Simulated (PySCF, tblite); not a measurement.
# C₅H₇FOSi: geometry, infrared bands and NMR shifts

Aim: predict the infrared bands and NMR shifts of C₅H₇FOSi (`C=C[SiH2]/C(F)=C\C=O`).

The runs use tblite 0.8.0 and PySCF 2.14.0, with density-fitted response routines of our own; the level of theory stands in each step. All values are computed, except where a source is named. Atoms are numbered from 0 throughout.

**1. Starting geometry**

15 atoms, charge 0, multiplicity 1; geometry from: force field or distance geometry start.

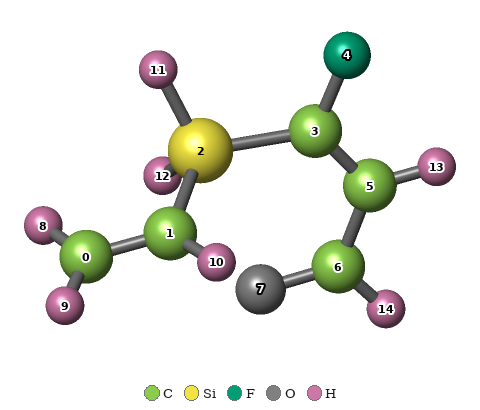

As it starts; carbon green, silicon yellow, fluorine teal, oxygen grey, hydrogen pink, atoms numbered.

**2. Optimising the geometry with GFN2-xTB**

Job settings and geometry (Å):

```
{"job": {"kind": "relax", "xc": "GFN2-xTB", "basis": "xTB"}, "charge": 0, "multiplicity": 1}
C      2.690200     0.064500    -0.541300
C      1.595600    -0.291700     0.167200
Si     0.082300    -0.635200    -0.803900
C     -1.418000    -0.893100     0.181400
F     -1.907300    -2.184300     0.275300
C     -2.047700     0.071100     0.832400
C     -1.546000     1.444200     0.766500
O     -0.521200     1.787700     0.125500
H      2.593700     0.135300    -1.624000
H      3.614700     0.279400    -0.013500
H      1.632100    -0.385200     1.258400
H      0.338300    -1.855700    -1.596900
H     -0.089300     0.488300    -1.763200
H     -2.919200    -0.216200     1.394800
H     -2.102600     2.198800     1.319300
```

Run with:

```
> OMP_NUM_THREADS=1 python probes_run.py task.json out
```

One launch serves the whole session: the jobs run in the order shown.

**Question.** This job is followed by: GFN2-xTB harmonic vibrations, gas phase; GIAO PBE0/pcSseg-1 NMR shielding, non-relativistic, gas phase. Predict these results of the whole session: strongest single infrared mode (GFN2-xTB); zero-point energy (GFN2-xTB); 13C shifts against TMS (PBE0/pcSseg-1); 1H shifts against TMS (PBE0/pcSseg-1, means over atoms taken as alike); 29Si shifts against TMS (PBE0/pcSseg-1); 19F shifts against CFCl3 (PBE0/pcSseg-1); 17O shifts against H2O (PBE0/pcSseg-1).

The runs gave:

```
                                                              quantity                                   value
                             strongest single infrared mode (GFN2-xTB)                   2152 cm⁻¹, 361 km/mol
                                          zero-point energy (GFN2-xTB)                           63.3 kcal/mol
                                13C shifts against TMS (PBE0/pcSseg-1)   212.9, 197.0, 142.4, 138.4, 124.2 ppm
1H shifts against TMS (PBE0/pcSseg-1, means over atoms taken as alike)  9.72, 6.65, 6.54, 6.16, 5.90, 4.80 ppm
                               29Si shifts against TMS (PBE0/pcSseg-1)                               -64.9 ppm
                              19F shifts against CFCl3 (PBE0/pcSseg-1)                               -49.9 ppm
                                17O shifts against H2O (PBE0/pcSseg-1)                               610.0 ppm
```

In words: Relaxing lowered the energy by 0.496 eV in 60 steps; the close pair that moved most is Si2–C3, from 1.813 to 1.912 Å. No mode is imaginary among the 39: a minimum at this level. The strongest single mode, at 2152 cm⁻¹, moves mainly H11. GFN2-xTB is a fitted tight-binding method: band positions and strengths are rough. Its intensities can rank the bands wrongly. H14 (hydrogen on an aldehyde carbonyl carbon) lies farthest downfield among hydrogen, at 9.72 ppm; the formyl region, downfield of aromatic protons. At PBE0/pcSseg-1: Shielding is most anisotropic at O7 (span 1178 ppm, paramagnetic term -681 ppm).
